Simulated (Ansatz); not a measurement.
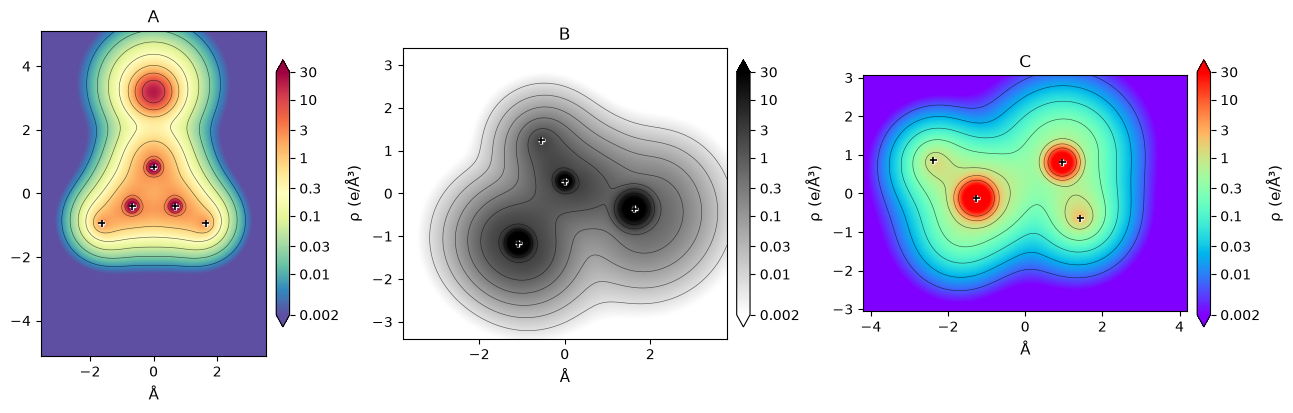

The electron density of 3 systems, each on a plane through atoms (crosses mark nuclei in the plane).

All numbers below come from isolated molecule in a Gaussian basis; Kohn-Sham density functional theory, functional PBE0 in Ansatz 0.2.0.

System 1: C3H2FSn (SMILES [F][Sn+]=[C]1C=C1) (charge +1), the plane of atoms C3, C2 and H7. Geometry: BLYP-D3(BJ)/def2-SVP; core potentials replace the inner electrons of Sn.

```xyz
7

C    -3.0322   -3.1550   -1.2246
C    -2.2132   -3.3990   -0.1715
C    -2.9442   -2.2010   -0.1988
F    -1.6718    0.3288   -0.6026
Sn   -3.2425    0.0656    0.5582
H    -3.4605   -3.4601   -2.1891
H    -1.4908   -4.0467    0.3436
```

System 2: AsH5Si, the plane of atoms As1, Si2 and H4. Geometry: PBE0-D4/def2-TZVP.

| atom | x (Å) | y (Å) | z (Å) |
| --- | --- | --- | --- |
| As | 0.1440 | 0.5953 | 0.2252 |
| Si | 0.2994 | -1.7831 | 0.6045 |
| H | 1.4046 | 1.3828 | 0.4769 |
| H | -1.2184 | -1.7788 | 0.4426 |
| H | -0.8326 | 1.5475 | 0.8863 |
| H | 0.2422 | -1.4214 | 2.0863 |
| H | -0.0895 | 1.0170 | -1.2032 |

System 3: CHClSi, the molecular plane. Geometry: BLYP-D3(BJ)/def2-SVP.

```xyz
4

C    -0.7815    0.2071   -0.4875
Cl   -0.0305   -1.3366   -1.0795
Si   -0.4154    0.2674    1.2229
H    -1.2921    0.7696   -1.2831
```

Match each panel to its system.

Panel A is system 1, C3H2FSn: the plane holds C and H. C–C (1.36 Å): ρ at the midpoint is about 2.1 e/Å³. Panel B is system 3, CHClSi: the plane holds C, Cl, Si and H. C–Si (1.75 Å): ρ at the midpoint is about 1.1 e/Å³. Panel C is system 2, AsH5Si: the plane holds As, Si and H. Si–As (2.41 Å): ρ at the midpoint is about 0.52 e/Å³, with its minimum of 0.42 e/Å³ about 0.9 Å from Si.
